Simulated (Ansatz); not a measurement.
**CH5O3Sc (SMILES C[O][Sc]([OH])[OH]): density, localisation and related maps**

Input file:

```
crystal:
  periodic: [false, false, false]
  atoms:
    - {symbol: C, position_ang: [-0.244766, -1.753348, -1.135573]}
    - {symbol: O, position_ang: [-0.111335, -0.610032, -0.368827]}
    - {symbol: Sc, position_ang: [0.129819, 0.952724, 0.620838]}
    - {symbol: O, position_ang: [-1.044867, 1.348204, 2.024742]}
    - {symbol: O, position_ang: [1.545244, 2.100991, 0.191058]}
    - {symbol: H, position_ang: [-0.109641, -2.655532, -0.525529]}
    - {symbol: H, position_ang: [0.496816, -1.781573, -1.944318]}
    - {symbol: H, position_ang: [-1.241347, -1.808936, -1.591789]}
    - {symbol: H, position_ang: [-1.671538, 1.497079, 2.725030]}
    - {symbol: H, position_ang: [2.251614, 2.710424, 0.004377]}
basis:
  gaussian: {orbitals: def2-TZVPP}
hamiltonian: {xc: pbe0, dispersion: d4}
output: {orbitals: {seedname: orbitals}}
```

Run with:

```sh
ansatz run in.yaml --threads 4 --pin off --events-out ev --progress --plain --max-ram 10444MiB
```

Geometry: PBE0-D4/def2-TZVP.

Level of theory: Ansatz 0.2.0, RKS PBE0-D4/def2-TZVPP.

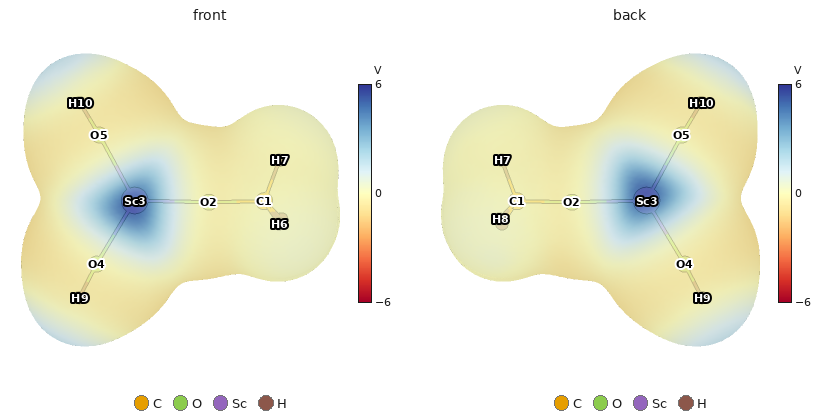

Figure 1. The electrostatic potential painted on the density surface at 0.001 e/bohr³, seen from the front and from behind; red is negative and blue positive.

### Describe the electrostatic potential map.

The most negative region (about −0.9 V) lies over O4, the most positive (about +4.9 V) over Sc3.

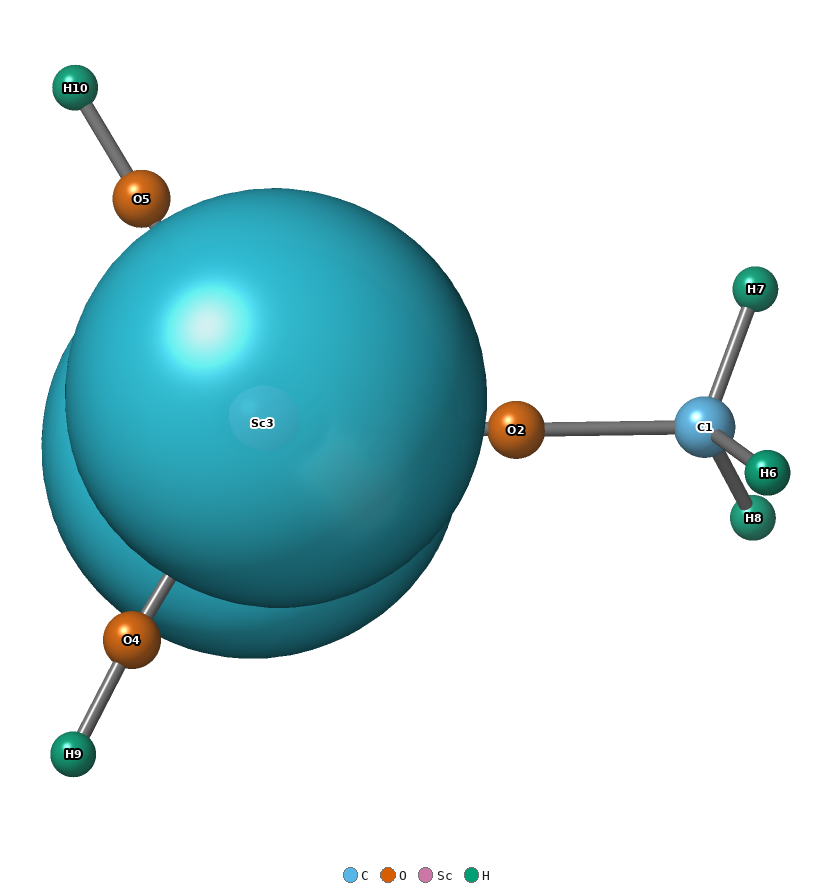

Figure 2. The LUMO at ±0.08 Å⁻³ᐟ² (yellow and cyan are the two phases), seen across its widest extent.

### Describe this orbital and give its energy.

It lies mainly on Sc3 (about 90 %). Its energy is −1.35 eV.

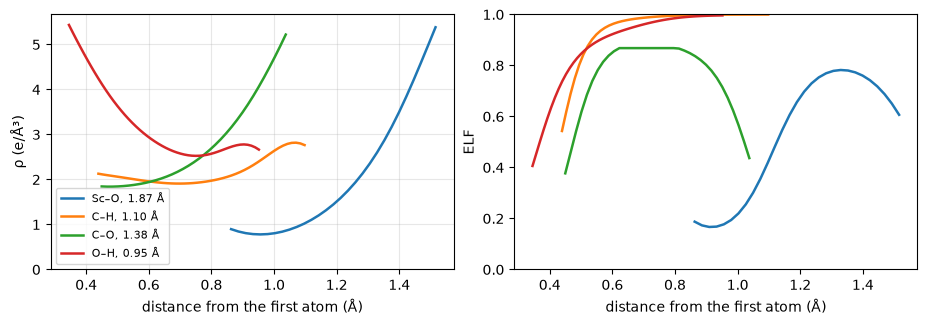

Figure 3. Electron density and ELF along straight lines between neighbouring atoms. The curves leave out the atomic cores.

### Compare the contacts.

Sc–O (1.87 Å): the density is about 0.79 e/Å³ at the midpoint; the ELF peaks at about 0.80 in the valence shell of O, 0.5 Å from its nucleus, and drops to about 0.15 between the two atoms.
C–H (1.10 Å): the density is about 2 e/Å³ at the midpoint; the ELF climbs to about 1 towards the hydrogen, as it does in any bond to H (a covalent bond by its length).
C–O (1.38 Å): ρ at the midpoint is about 2.2 e/Å³, with its minimum of 1.8 e/Å³ about 0.5 Å from C; the ELF peaks at about 0.85 between the atoms: a polar covalent bond.
O–H (0.95 Å): the density is about 3.9 e/Å³ at the midpoint; the ELF climbs to about 1 towards the hydrogen; a covalent bond by its length.

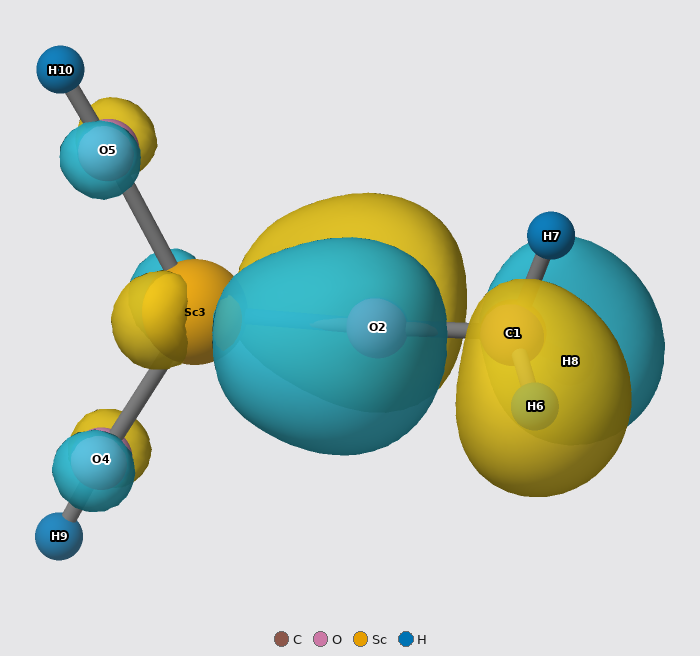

Figure 4. The HOMO−1 at ±0.08 Å⁻³ᐟ² (yellow and cyan are the two phases), seen at a tilt.

### Where does this orbital lie, and at what energy?

By Hirshfeld shares it lies mainly on O2 (about 55 %), C1 (about 15 %), Sc3 (about 10 %), H6 (about 10 %) and H8 (about 5 %). Its energy is −7.76 eV.
